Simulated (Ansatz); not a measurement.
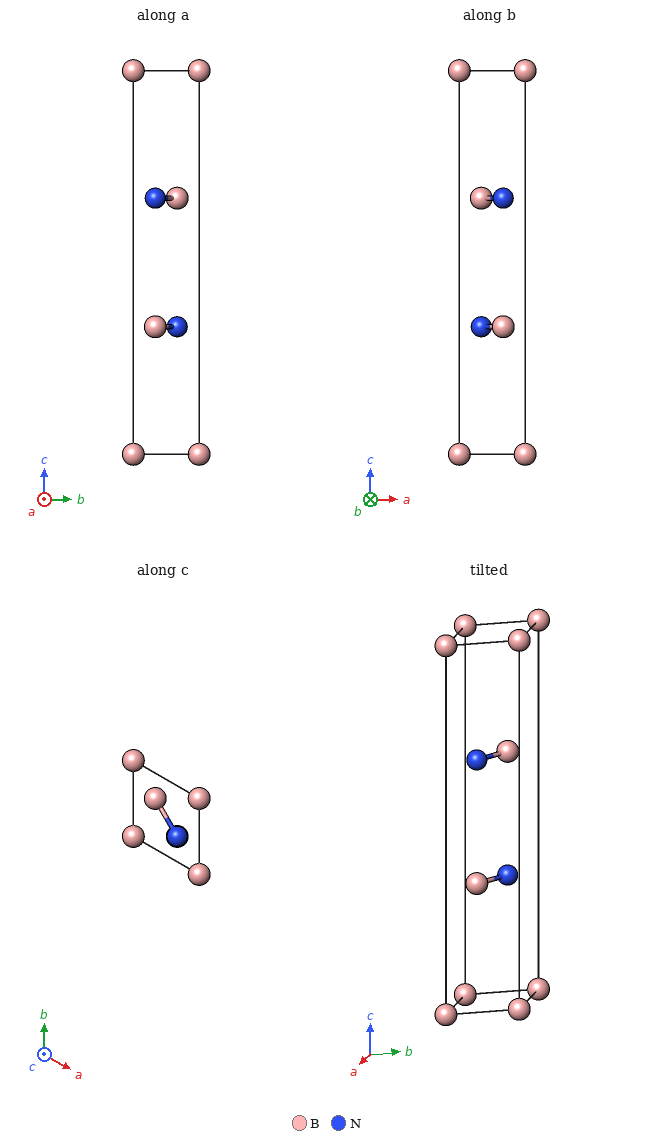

A ball-and-stick rendering, viewed along the a axis, along the b axis, along the c axis and slightly off an axis. The parallelepiped is the conventional unit cell.

Lattice parameters: a = 2.473 Å, b = 2.473 Å, c = 12.492 Å, α = 90.00°, β = 90.00°, γ = 120.00°. Put a along x and b in the xy plane.

Q: Write the structure as a POSCAR file, with free fractional coordinates to two decimals.

A:
```
B N
1.0
     2.473    0.000    0.000
    -1.237    2.142    0.000
     0.000    0.000   12.492
B N
3 2
Direct
  0.00 0.00 0.00
  0.3333 0.6667 0.67
  0.6667 0.3333 0.33
  0.3333 0.6667 0.33
  0.6667 0.3333 0.67
```

Its origin is a structure type filled with these elements by a generator (whether the compound takes this form wasn't checked). Atoms and cell were optimised with Ansatz 0.2.0, DFT PBE, scalar-relativistic, plane waves, PAW.
